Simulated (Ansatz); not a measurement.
Geometry relaxation of BSiH5Cl2 (part 2 of 2)

Continued. System: BSiH5Cl2. Method: RHF/cc-pVDZ (Ansatz 0.2.0). It belongs to a series of runs on one base structure; here: end point A relaxed.

Geometry of the input (Å):
```
B  0.0572  -0.3867  0.0804
Cl -0.3673  -1.2843  1.6046
Cl 1.6768  -0.5281  -0.5814
H  -0.7949  0.1701  -0.5159
Si 0.5094  2.5936  1.0440
H  1.8681  2.9751  1.5054
H  0.4427  2.6529  -0.4357
H  -0.5061  3.5090  1.6261
H  0.2158  1.2306  1.5093
```

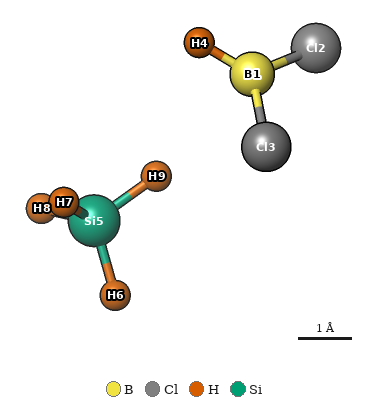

Figure 1. The geometry at step 12 of the log (ball-and-stick view, seen at a tilt; atoms are numbered from 1 in the order of the input).

### Trajectory as extended XYZ, continued
```
9
Properties=species:S:1:pos:R:3:forces:R:3 step=4 energy=-33622.23007
B    -0.0110   -0.7559    0.0329    0.0964   0.0551   0.0356
Cl   -0.4426   -1.7777    1.4118    0.1093   0.2145  -0.3981
Cl    1.6518   -0.7260   -0.5824   -0.4034  -0.1026   0.1473
H    -0.8337   -0.0612   -0.4912    0.1871  -0.3120   0.1470
Si    0.5541    2.8794    1.0897   -0.0493  -0.3130   0.0085
H     1.9230    3.2236    1.5406    0.0047   0.1726  -0.0037
H     0.4740    2.8784   -0.3936    0.0164   0.1158   0.0095
H    -0.4783    3.7710    1.6686    0.0609   0.1647  -0.0027
H     0.2645    1.5008    1.5604   -0.0221   0.0050   0.0565
9
Properties=species:S:1:pos:R:3:forces:R:3 step=5 energy=-33622.27151
B    -0.0245   -0.9017   -0.0167    0.1583  -0.0276  -0.0240
Cl   -0.4499   -1.8935    1.3819    0.0809   0.2061  -0.3233
Cl    1.6331   -0.9137   -0.6479   -0.4455  -0.0176   0.1689
H    -0.8501   -0.2186   -0.5489    0.1994  -0.2224   0.1532
Si    0.5623    2.9856    1.1322   -0.0281  -0.1683   0.0158
H     1.9266    3.3616    1.5769    0.0057   0.0718   0.0046
H     0.4884    3.0009   -0.3514    0.0042   0.0374  -0.0003
H    -0.4545    3.9056    1.6989    0.0246   0.0694   0.0055
H     0.2703    1.6062    1.6119    0.0004   0.0511  -0.0003
9
Properties=species:S:1:pos:R:3:forces:R:3 step=6 energy=-33622.29070
B    -0.0278   -0.9945   -0.0497   -0.0005  -0.0089   0.0379
Cl   -0.4470   -1.9662    1.3469    0.0167  -0.0402   0.0152
Cl    1.6089   -0.9814   -0.6768    0.0362  -0.0218  -0.0063
H    -0.8604   -0.3387   -0.5729   -0.0562   0.0351  -0.0598
Si    0.5671    3.0438    1.1581    0.0333   0.1589  -0.0365
H     1.9354    3.4249    1.5992   -0.0350  -0.0142  -0.0116
H     0.4982    3.0560   -0.3276    0.0009   0.0031   0.0272
H    -0.4240    4.0059    1.7107    0.0263  -0.0226  -0.0141
H     0.2513    1.6825    1.6489   -0.0217  -0.0893   0.0481
9
Properties=species:S:1:pos:R:3:forces:R:3 step=7 energy=-33622.29609
B    -0.0401   -1.0794   -0.0788   -0.0753   0.0445  -0.0361
Cl   -0.4363   -2.0288    1.3400    0.0085  -0.0192   0.0086
Cl    1.6001   -1.0345   -0.6966    0.0215  -0.0091  -0.0005
H    -0.8919   -0.4619   -0.6292    0.0438  -0.0358   0.0225
Si    0.5756    3.1104    1.1802    0.0038   0.0017  -0.0033
H     1.9484    3.4685    1.6192    0.0011   0.0018   0.0033
H     0.5083    3.1186   -0.3042   -0.0025   0.0007  -0.0005
H    -0.3990    4.0885    1.7275   -0.0003   0.0083   0.0038
H     0.2366    1.7508    1.6786   -0.0006   0.0071   0.0021
9
Properties=species:S:1:pos:R:3:forces:R:3 step=8 energy=-33622.29519 accepted=F
B    -0.0601   -1.2140   -0.1315   -0.1633   0.2510   0.0398
Cl   -0.4246   -2.1127    1.3219   -0.0362  -0.1456   0.1114
Cl    1.5806   -1.0931   -0.7174    0.1829  -0.0338  -0.1034
H    -0.9318   -0.6413   -0.6971    0.0165  -0.0793  -0.0489
Si    0.5882    3.1968    1.2128   -0.0027   0.0557   0.0110
H     1.9667    3.5390    1.6485    0.0006  -0.0315   0.0061
H     0.5244    3.2009   -0.2718   -0.0077  -0.0178  -0.0036
H    -0.3603    4.2090    1.7494   -0.0006  -0.0365  -0.0029
H     0.2186    1.8477    1.7220    0.0106   0.0378  -0.0096
9
Properties=species:S:1:pos:R:3:forces:R:3 step=9 energy=-33622.29755
B    -0.0489   -1.1407   -0.0945   -0.1314   0.0323  -0.1380
Cl   -0.4339   -2.0951    1.3217   -0.0008  -0.0240   0.0615
Cl    1.5915   -1.0709   -0.7075    0.0443   0.0129   0.0047
H    -0.9129   -0.5501   -0.6597    0.0873  -0.0325   0.0696
Si    0.5828    3.1612    1.1952   -0.0083  -0.0452   0.0101
H     1.9592    3.5050    1.6333    0.0082   0.0025   0.0059
H     0.5163    3.1652   -0.2889   -0.0029   0.0007  -0.0069
H    -0.3800    4.1528    1.7386   -0.0051   0.0102   0.0062
H     0.2275    1.8050    1.6986    0.0088   0.0432  -0.0131
9
Properties=species:S:1:pos:R:3:forces:R:3 step=10 energy=-33622.27564 accepted=F
B    -0.0698   -1.2240   -0.1401    0.1499   0.5566   0.3239
Cl   -0.4318   -2.1176    1.3286   -0.0130  -0.0953  -0.1989
Cl    1.5946   -1.0671   -0.6961   -0.1993  -0.1649  -0.0485
H    -0.9268   -0.5936   -0.6762    0.0628  -0.3050  -0.0785
Si    0.5892    3.1920    1.2033   -0.0239  -0.1158   0.0278
H     1.9682    3.5252    1.6402    0.0144   0.0185   0.0016
H     0.5186    3.1949   -0.2806    0.0013   0.0112  -0.0102
H    -0.3685    4.1860    1.7499   -0.0049   0.0283   0.0060
H     0.2280    1.8365    1.7078    0.0126   0.0664  -0.0233
9
Properties=species:S:1:pos:R:3:forces:R:3 step=11 energy=-33622.29894
B    -0.0530   -1.1640   -0.1028    0.0012  -0.0076   0.0056
Cl   -0.4317   -2.1353    1.3067   -0.0027  -0.0009  -0.0048
Cl    1.5962   -1.0527   -0.6896    0.0041   0.0012  -0.0029
H    -0.9170   -0.5802   -0.6658   -0.0028  -0.0020   0.0004
Si    0.5832    3.1754    1.1973   -0.0027   0.0019   0.0046
H     1.9697    3.4926    1.6249    0.0005   0.0005   0.0001
H     0.5053    3.1771   -0.2867   -0.0014   0.0009   0.0004
H    -0.3552    4.1886    1.7458    0.0042   0.0021  -0.0014
H     0.2042    1.8307    1.7073   -0.0004   0.0038  -0.0021
9
Properties=species:S:1:pos:R:3:forces:R:3 step=12 energy=-33622.29950
B    -0.0577   -1.1946   -0.1112    0.0108  -0.0202   0.0034
Cl   -0.4304   -2.1746    1.2931   -0.0077  -0.0097   0.0147
Cl    1.5934   -1.0562   -0.6856    0.0147   0.0073  -0.0076
H    -0.9271   -0.6260   -0.6795   -0.0177   0.0157  -0.0113
Si    0.5863    3.1984    1.2036   -0.0029   0.0202   0.0084
H     1.9774    3.5034    1.6272   -0.0067  -0.0059  -0.0018
H     0.5052    3.1981   -0.2803   -0.0017  -0.0007   0.0025
H    -0.3393    4.2246    1.7518    0.0106  -0.0116  -0.0065
H     0.1939    1.8590    1.7176    0.0006   0.0046  -0.0018
9
Properties=species:S:1:pos:R:3:forces:R:3 step=13 energy=-33622.30003
B    -0.0652   -1.2411   -0.1241    0.0245  -0.0110  -0.0107
Cl   -0.4287   -2.2309    1.2746   -0.0112  -0.0215   0.0326
Cl    1.5889   -1.0611   -0.6797   -0.0007   0.0095  -0.0057
H    -0.9429   -0.6942   -0.7009   -0.0123   0.0190  -0.0160
Si    0.5914    3.2331    1.2131   -0.0059   0.0281   0.0182
H     1.9886    3.5200    1.6313   -0.0176  -0.0115  -0.0043
H     0.5059    3.2297   -0.2707   -0.0019  -0.0008   0.0039
H    -0.3170    4.2762    1.7609    0.0203  -0.0283  -0.0133
H     0.1806    1.9005    1.7323    0.0047   0.0165  -0.0046
9
Properties=species:S:1:pos:R:3:forces:R:3 step=14 energy=-33622.30031
B    -0.0729   -1.2885   -0.1373    0.0463   0.0130  -0.0238
Cl   -0.4269   -2.2881    1.2565   -0.0092  -0.0265   0.0336
Cl    1.5844   -1.0634   -0.6721   -0.0464   0.0030   0.0044
H    -0.9590   -0.7631   -0.7230    0.0098   0.0087  -0.0133
Si    0.5967    3.2681    1.2222   -0.0088   0.0240   0.0286
H     2.0001    3.5350    1.6351   -0.0278  -0.0126  -0.0069
H     0.5061    3.2620   -0.2613   -0.0015   0.0006   0.0043
H    -0.2940    4.3274    1.7703    0.0286  -0.0390  -0.0184
H     0.1670    1.9428    1.7464    0.0090   0.0288  -0.0085
9
Properties=species:S:1:pos:R:3:forces:R:3 step=15 energy=-33622.30052
B    -0.0758   -1.3106   -0.1437    0.0022  -0.0023   0.0130
Cl   -0.4258   -2.3174    1.2483    0.0009  -0.0022  -0.0029
Cl    1.5804   -1.0610   -0.6665   -0.0207   0.0032  -0.0027
H    -0.9660   -0.7964   -0.7342    0.0181   0.0002  -0.0065
Si    0.5994    3.2847    1.2261   -0.0090   0.0222   0.0314
H     2.0057    3.5405    1.6365   -0.0307  -0.0114  -0.0082
H     0.5060    3.2776   -0.2571   -0.0008   0.0012   0.0042
H    -0.2822    4.3515    1.7748    0.0306  -0.0401  -0.0194
H     0.1601    1.9634    1.7527    0.0093   0.0292  -0.0091
9
Properties=species:S:1:pos:R:3:forces:R:3 step=16 energy=-33622.30059
B    -0.0775   -1.3226   -0.1464   -0.0165  -0.0293   0.0290
Cl   -0.4251   -2.3369    1.2425    0.0085   0.0200  -0.0267
Cl    1.5781   -1.0584   -0.6622   -0.0112   0.0062  -0.0014
H    -0.9698   -0.8164   -0.7407    0.0199   0.0024   0.0004
Si    0.6008    3.2946    1.2282   -0.0078   0.0199   0.0322
H     2.0093    3.5421    1.6366   -0.0322  -0.0093  -0.0092
H     0.5052    3.2871   -0.2550   -0.0001   0.0019   0.0043
H    -0.2742    4.3664    1.7776    0.0312  -0.0383  -0.0194
H     0.1549    1.9763    1.7562    0.0083   0.0264  -0.0090
9
Properties=species:S:1:pos:R:3:forces:R:3 step=17 energy=-33622.29362 accepted=F
B    -0.0897   -1.4173   -0.1800    0.0232   0.1419   0.3799
Cl   -0.4174   -2.4467    1.2138    0.0588   0.0735  -0.2630
Cl    1.5611   -1.0026   -0.6131   -0.0755  -0.1029  -0.0285
H    -0.9924   -0.9378   -0.7791   -0.0053  -0.1119  -0.0873
Si    0.6098    3.3496    1.2378    0.0162   0.0058   0.0258
H     2.0326    3.5342    1.6316   -0.0418   0.0082  -0.0173
H     0.4959    3.3461   -0.2441    0.0049   0.0053   0.0053
H    -0.2151    4.4537    1.7971    0.0267  -0.0103  -0.0125
H     0.1170    2.0532    1.7726   -0.0072  -0.0095  -0.0023
9
Properties=species:S:1:pos:R:3:forces:R:3 step=18 energy=-33622.30091
B    -0.0767   -1.3238   -0.1425   -0.0027   0.0002  -0.0003
Cl   -0.4210   -2.3510    1.2357    0.0021  -0.0009  -0.0014
Cl    1.5778   -1.0418   -0.6525   -0.0010   0.0004   0.0019
H    -0.9687   -0.8171   -0.7360    0.0023  -0.0004   0.0009
Si    0.5996    3.2948    1.2261   -0.0004   0.0010   0.0000
H     2.0097    3.5251    1.6324    0.0013  -0.0015  -0.0002
H     0.5015    3.2916   -0.2567   -0.0006   0.0006  -0.0003
H    -0.2614    4.3728    1.7781    0.0007   0.0008   0.0002
H     0.1409    1.9817    1.7522   -0.0017  -0.0003  -0.0008
9
Properties=species:S:1:pos:R:3:forces:R:3 step=19 energy=-33622.30097
B    -0.0809   -1.3568   -0.1495    0.0028   0.0131   0.0480
Cl   -0.4163   -2.4036    1.2187    0.0180   0.0237  -0.0520
Cl    1.5720   -1.0199   -0.6328   -0.0199  -0.0189   0.0087
H    -0.9780   -0.8658   -0.7488   -0.0001  -0.0178  -0.0035
Si    0.6025    3.3175    1.2296    0.0085  -0.0095  -0.0098
H     2.0188    3.5177    1.6295    0.0044   0.0027   0.0000
H     0.4974    3.3173   -0.2527    0.0004   0.0012  -0.0018
H    -0.2336    4.4115    1.7857   -0.0075   0.0168   0.0077
H     0.1198    2.0143    1.7570   -0.0066  -0.0112   0.0027
9
Properties=species:S:1:pos:R:3:forces:R:3 step=20 energy=-33622.30109
B    -0.0795   -1.3505   -0.1446    0.0110   0.0089   0.0022
Cl   -0.4146   -2.4046    1.2163    0.0125   0.0132  -0.0235
Cl    1.5733   -1.0170   -0.6319   -0.0204  -0.0134   0.0163
H    -0.9759   -0.8569   -0.7427   -0.0024  -0.0088   0.0063
Si    0.6011    3.3141    1.2279    0.0099  -0.0165  -0.0213
H     2.0174    3.5097    1.6279    0.0162   0.0032   0.0039
H     0.4963    3.3160   -0.2543   -0.0002   0.0005  -0.0036
H    -0.2311    4.4095    1.7846   -0.0181   0.0289   0.0147
H     0.1146    2.0120    1.7536   -0.0086  -0.0162   0.0050
```

### Results in brief

| quantity | value |
| --- | --- |
| outcome | converged |
| total energy | −33622.3011 eV |
| mean-field energy | −33622.3011 eV |
| largest force (length of the vector) at the end | 0.037 eV/Å |
| hardware | 2 threads of Arm Neoverse V1, 24 GiB of memory available, shared host |
| wall time | 27 s (CPU time 49 s) |
| peak memory | 0.19 GiB |
